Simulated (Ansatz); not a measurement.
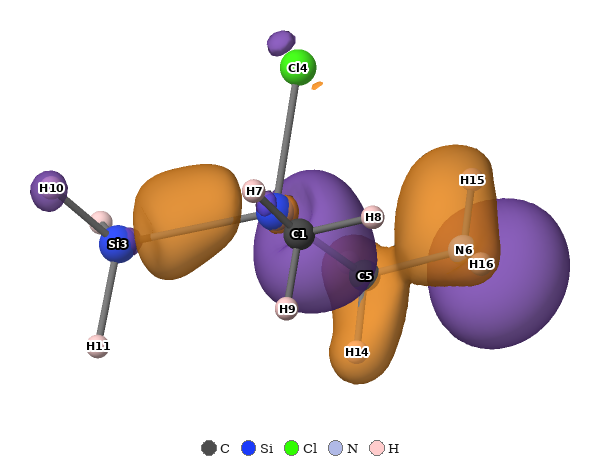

The picture shows: C2H10ClNSi2 (SMILES C[Si]([SiH3])(Cl)CN). The HOMO at ±0.1 Å⁻³ᐟ² (orange and purple are the two phases), seen from one side.

All numbers below come from RKS PBE0-D4/6-31G* (Ansatz).

```json
{"atom": "C", "x (Å)": "-0.2525", "y (Å)": "-1.1825", "z (Å)": "1.5596"}
{"atom": "Si", "x (Å)": "0.0398", "y (Å)": "-0.4121", "z (Å)": "-0.1279"}
{"atom": "Si", "x (Å)": "2.2661", "y (Å)": "-0.6214", "z (Å)": "-0.8212"}
{"atom": "Cl", "x (Å)": "-1.1479", "y (Å)": "-1.4783", "z (Å)": "-1.4900"}
{"atom": "C", "x (Å)": "-0.6101", "y (Å)": "1.3737", "z (Å)": "-0.1726"}
{"atom": "N", "x (Å)": "-2.0333", "y (Å)": "1.5268", "z (Å)": "0.1318"}
{"atom": "H", "x (Å)": "0.0030", "y (Å)": "-2.2464", "z (Å)": "1.5571"}
{"atom": "H", "x (Å)": "-1.3041", "y (Å)": "-1.0928", "z (Å)": "1.8551"}
{"atom": "H", "x (Å)": "0.3622", "y (Å)": "-0.6871", "z (Å)": "2.3207"}
{"atom": "H", "x (Å)": "2.6901", "y (Å)": "-2.0502", "z (Å)": "-0.8452"}
{"atom": "H", "x (Å)": "3.1566", "y (Å)": "0.1152", "z (Å)": "0.1251"}
{"atom": "H", "x (Å)": "2.4476", "y (Å)": "-0.0398", "z (Å)": "-2.1813"}
{"atom": "H", "x (Å)": "-0.4179", "y (Å)": "1.8103", "z (Å)": "-1.1603"}
{"atom": "H", "x (Å)": "-0.0313", "y (Å)": "1.9831", "z (Å)": "0.5355"}
{"atom": "H", "x (Å)": "-2.5857", "y (Å)": "0.9745", "z (Å)": "-0.5201"}
{"atom": "H", "x (Å)": "-2.2368", "y (Å)": "1.1630", "z (Å)": "1.0588"}
```

**Where does this orbital lie, and at what energy?**

Its weight (Hirshfeld) is mainly on N6 (about 55 %), C5 (about 15 %) and Si2 (about 10 %). Its energy is −6.46 eV.
